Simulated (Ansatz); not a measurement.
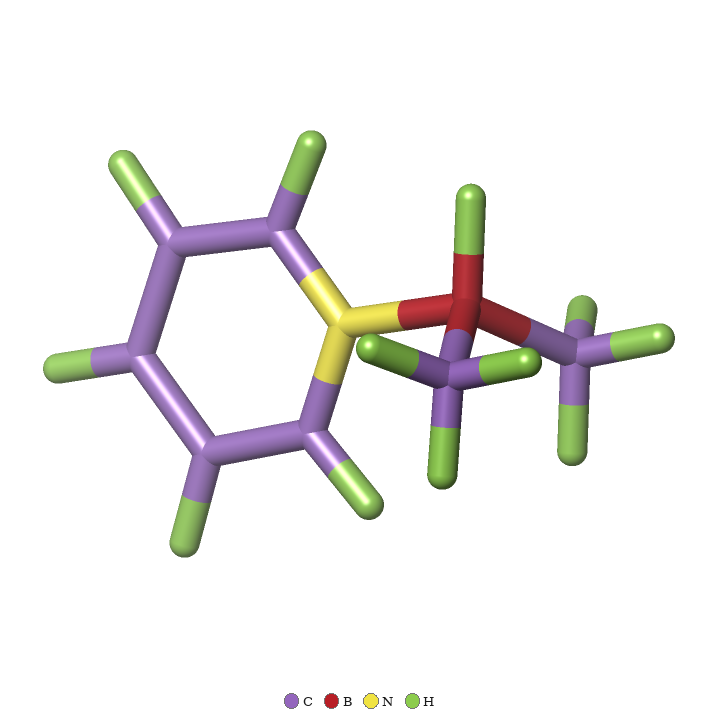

The geometry was computed by an optimisation with PBE0-D4/def2-TZVP. No frequency run is at hand to confirm it as a minimum. Program: Ansatz 0.2.0.

At this fixed geometry, give dipole (D) at these levels: B3LYP-D4/def2-TZVPP; PBE-D4/def2-TZVPP; PBE0-D4/def2-TZVP; r2SCAN-D4/def2-TZVPP; ωB97M-V/def2-TZVPP.

```json
{"level": "B3LYP-D4/def2-TZVPP", "dipole (D)": "6.25"}
{"level": "PBE-D4/def2-TZVPP", "dipole (D)": "5.96"}
{"level": "PBE0-D4/def2-TZVP", "dipole (D)": "6.25"}
{"level": "r2SCAN-D4/def2-TZVPP", "dipole (D)": "6.08"}
{"level": "ωB97M-V/def2-TZVPP", "dipole (D)": "6.41"}
```
